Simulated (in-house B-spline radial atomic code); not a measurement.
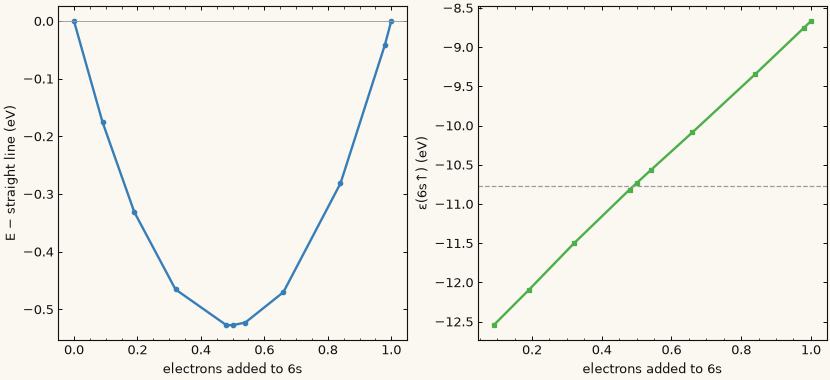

Level of theory: scalar-relativistic (spin-free one-electron X2C) HSE06, spin-polarised, spherical fractional occupations, Fermi nucleus, basis-set limit. Computed with an in-house B-spline radial code. The occupation of the 6s shell is varied from Pr²⁺ ([Xe] 4f3 (high spin)) to Pr⁺ ([Xe] 4f3 6s1 (high spin)), with spherical fractional occupations. The plot shows the total energy less the straight line between the end points, and the eigenvalue of 6s↑ (the dashed line is minus the energy to take the whole electron out).

**What does the shape say about the method?**

The curve is convex (below the straight line), with the largest deviation among the points computed, −0.53 eV, at 0.5. The end points differ by 10.8 eV, the energy to take the electron out. The eigenvalue, which is the slope of the energy (Janak's theorem), moves from −12.5 eV at 0.09 to −8.67 eV at 1; for a straight line it would stay constant, and a parabola would sag by an eighth of this change, scaled to a whole electron, 0.53 eV. Convexity is the delocalisation error: fractional charges are too low in energy. Exact exchange at spherical fractional occupations leaves self-interaction in partly filled shells, which adds to the curvature.
